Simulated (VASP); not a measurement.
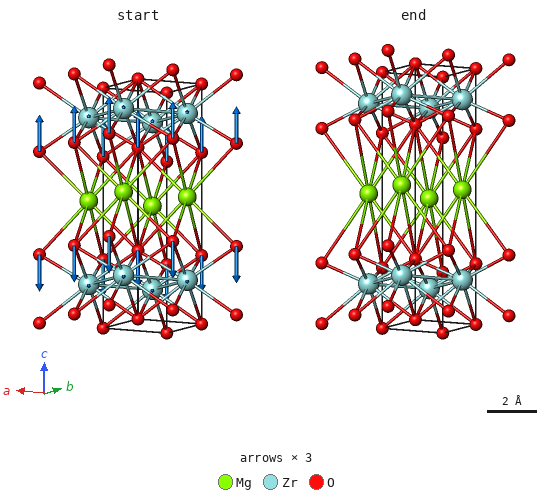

The structure of a crystal of MgZr2O3 (a generated structure, set up in P4/mmm) before (left) and after (right) a relaxation, at one scale. The blue arrows give the displacements (the part carried along by the change of the cell is left out), 3 times their true length.

The picture is a ball-and-stick view of the cell of the calculation, repeated 2 × 2 × 1 with one cell outlined, seen from a free direction.

The run lets cell and atoms move.

The calculation used VASP 6.6.1, Kohn-Sham DFT of a periodic cell, PBE, VASP PAW PBE potentials, recommended.

Input
```
ALGO = Fast
EDIFF = 1E-4
EDIFFG = -0.08
ENCUT = 520
GGA = PE
IBRION = 2
ISIF = 3
ISMEAR = 0
LASPH = T
LCHARG = F
LREAL = F
LWAVE = F
NELM = 60
NSW = 24
PREC = Normal
SIGMA = 0.15
```

Launched with:
```bash
cat potpaw_PBE.64/Mg/POTCAR potpaw_PBE.64/Zr_sv/POTCAR potpaw_PBE.64/O/POTCAR > POTCAR
mpirun -np 1 vasp_std > vasp.out
```

Q: What changed between the two?

A: The largest moves relative to the cell, 0.52 Å, are those of O atoms. Largest moves by element: O 0.52 Å, Zr 0.05 Å. Mg stays in place. Cell: a = b 2.993 → 2.843 Å (−5.0 %), c 10.004 → 10.666 Å (+6.6 %). Volume −3.8 %. Among the contacts that change: Mg–O 3.014 → 3.450 Å, O–Zr 2.499 → 2.225 Å, Zr–Zr 2.993 → 2.843 Å, Zr–Zr 3.054 → 3.151 Å. Among the angles between lasting bonds that change: Zr–O–Zr 115.8° → 129.2°, Zr–O–Zr 73.6° → 79.4°. The space group stays P4/mmm (No. 123). Over 23 geometry steps the energy falls by 1.931 eV per cell of the calculation. The largest force component goes from 2.6 to 0.066 eV/Å. The pressure goes from −18.57 to 0.08 GPa.

Limits of the set-up: layers or molecules are held without a dispersion correction, so their spacing is unreliable.
